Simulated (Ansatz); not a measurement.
# CH4AlNO (SMILES C1[NH][AlH][O]1): B3LYP/def2-SVPD

What is the vertical singlet–triplet gap of CH4AlNO at B3LYP/def2-SVPD? 

The calculation is run with Ansatz 0.2.0.

93 further runs of the same task are left out: 93 set aside as unsound or not needed.

### 1 The system as given

CH4AlNO: 8 atoms, total charge 0, spin state singlet. SMILES: `C1[NH][AlH][O]1`. Geometry: relaxed at PBE0-D4/def2-TZVP.

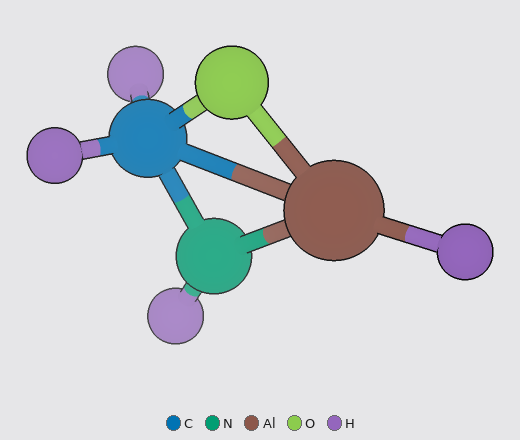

Viewed from a chosen angle; carbon blue, nitrogen teal, aluminium brown, oxygen green, hydrogen purple.

### 2 A single-point energy at B3LYP/def2-SVPD

File input.yaml:

```yaml
crystal:
  periodic: [false, false, false]
  atoms:
    - {symbol: C, position_ang: [-0.254000, 0.762000, -0.440000]}
    - {symbol: "N", position_ang: [0.576900, 0.253100, 0.654700]}
    - {symbol: Al, position_ang: [0.036100, -1.359500, 0.209100]}
    - {symbol: O, position_ang: [-0.820500, -0.429100, -0.975000]}
    - {symbol: H, position_ang: [0.332400, 1.276900, -1.213500]}
    - {symbol: H, position_ang: [-1.052500, 1.431000, -0.090700]}
    - {symbol: H, position_ang: [1.107700, 0.887000, 1.221500]}
    - {symbol: H, position_ang: [0.166000, -2.878600, 0.578000]}
basis:
  gaussian: {orbitals: def2-SVPD}
output: {orbitals: {seedname: orbitals}}
accuracy: high
hamiltonian: {xc: {name: B3LYP}}
```

Launch:

```sh
$ ansatz run input.yaml --threads 1 --pin off --max-ram 3480MiB --events-out events.jsonl --progress --plain --runs-dir runs
```

The program printed:

```text
Warning: RAYON_NUM_THREADS=1 ignored (pool sized by the plan → 1); use --threads N
Functional definition: B3LYP
  name "B3LYP"
  parameter a0 = 0.2
  parameter ax = 0.72
  parameter ac = 0.81
  exchange = (1 - a0 - ax)*slater_x + ax*b88_x + a0*exact_x
  correlation = (1 - ac)*vwn_rpa_c + ac*lyp_c
2397 factors; integrals over basis functions are off by at most 3.4e-9 eV
mean field evaluation 1: about -11222.0211 eV, gradient 7.1e1 eV
mean field evaluation 2: about -11184.0972 eV, gradient 1.5e2 eV
mean field evaluation 4: about -11232.1321 eV, gradient 8.6e0 eV
mean field evaluation 8: about -11232.3842 eV, gradient 4.7e-1 eV
mean field evaluation 16: about -11232.3848 eV, gradient 4.8e-5 eV
mean field -11232.38482076 eV, -412.7825285791 hartree, gradient 2.3e-8 eV, S^2 0.000000; 0 other end points of the search recorded, 0 dependent functions left out
reference -11232.38486132 eV, -412.7825300698 hartree; 19, 19 occupied and 100, 100 virtual orbitals, 2397 factors
Total energy: -11232.38486132 eV, -412.7825300698 hartree
```

Run time: 9.9 s. Hardware: 1 thread of Arm Neoverse V2, shared host; peak memory 0.44 GiB.

### 3 The triplet, same level

File in.yaml:

```yaml
crystal:
  periodic: [false, false, false]
  atoms:
    - {symbol: C, position_ang: [-0.254000, 0.762000, -0.440000]}
    - {symbol: N, position_ang: [0.576900, 0.253100, 0.654700]}
    - {symbol: Al, position_ang: [0.036100, -1.359500, 0.209100]}
    - {symbol: O, position_ang: [-0.820500, -0.429100, -0.975000]}
    - {symbol: H, position_ang: [0.332400, 1.276900, -1.213500]}
    - {symbol: H, position_ang: [-1.052500, 1.431000, -0.090700]}
    - {symbol: H, position_ang: [1.107700, 0.887000, 1.221500]}
    - {symbol: H, position_ang: [0.166000, -2.878600, 0.578000]}
basis:
  gaussian: {orbitals: def2-SVPD}
magnetization: {spin_polarized: true, initial_magnetization: 2}
hamiltonian: {xc: {name: B3LYP}}
accuracy: high
output: {orbitals: {seedname: orbitals}}
```

Launch:

```sh
$ ansatz run in.yaml --threads 1 --pin off --max-ram 3480MiB --events-out events.jsonl --progress --plain --runs-dir runs
```

The program printed, cut to the lines that bear on the results:

```text
Warning: RAYON_NUM_THREADS=1 ignored (pool sized by the plan → 1); use --threads N
[... 7 set-up lines as earlier in the session ...]
2397 factors; integrals over basis functions are off by at most 3.4e-9 eV
mean field evaluation 1: about -11219.1606 eV, gradient 4.2e1 eV
mean field evaluation 2: about -11180.3487 eV, gradient 9.8e1 eV
mean field evaluation 4: about -11226.3512 eV, gradient 1.0e1 eV
mean field evaluation 8: about -11226.9650 eV, gradient 1.0e0 eV
mean field evaluation 16: about -11227.1232 eV, gradient 3.9e-2 eV
mean field evaluation 32: about -11227.3505 eV, gradient 5.8e-2 eV
mean field evaluation 64: about -11227.1477 eV, gradient 2.2e0 eV
mean field -11227.35069519 eV, -412.5975278767 hartree, gradient 1.9e-8 eV, S^2 2.010073; 8 other end points of the search recorded, 0 dependent functions left out
reference -11227.35073485 eV, -412.5975293339 hartree; 20, 18 occupied and 99, 101 virtual orbitals, 2397 factors
Total energy: -11227.35073485 eV, -412.5975293339 hartree
```

Run time: 44 s. Hardware: 1 thread of Arm Neoverse V2, shared host; peak memory 0.57 GiB.

### 4 Summary of results

Level: B3LYP/def2-SVPD.

| quantity | value |
| --- | --- |
| singlet: total energy | -412.78253 Eh |
| singlet: HOMO energy | -6.70 eV |
| singlet: LUMO energy | -0.67 eV |
| singlet: HOMO–LUMO gap | 6.04 eV |
| triplet: total energy | -412.59753 Eh |
| triplet: HOMO energy (highest over α and β) | -2.12 eV |
| triplet: ⟨S²⟩ | 2.010 |
| vertical energy of the triplet above the singlet | 5.034 eV |

In words: At this shape the triplet lies 5.03 eV (116 kcal/mol) above the singlet.
